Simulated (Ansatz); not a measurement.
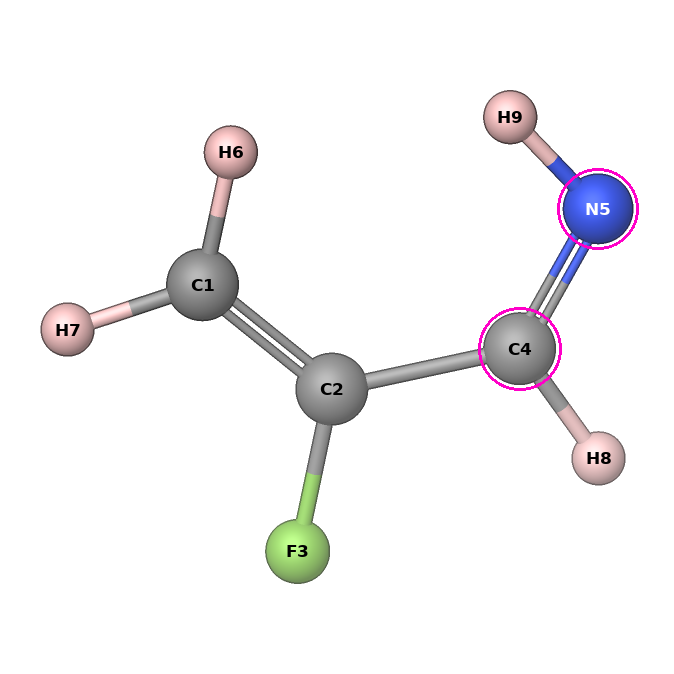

Distant atoms are faded towards the background colour. Circles mark the stereogenic atoms. The computed structure is the end point of a PBE-D4/def2-SVP optimisation. No frequency run is at hand to confirm it as a minimum.

Question: Give the R/S and E/Z labels.

Answer: C4=N5: Z.

Question: Write the isomeric SMILES.

Answer: [H]/N=C\C(=C)F
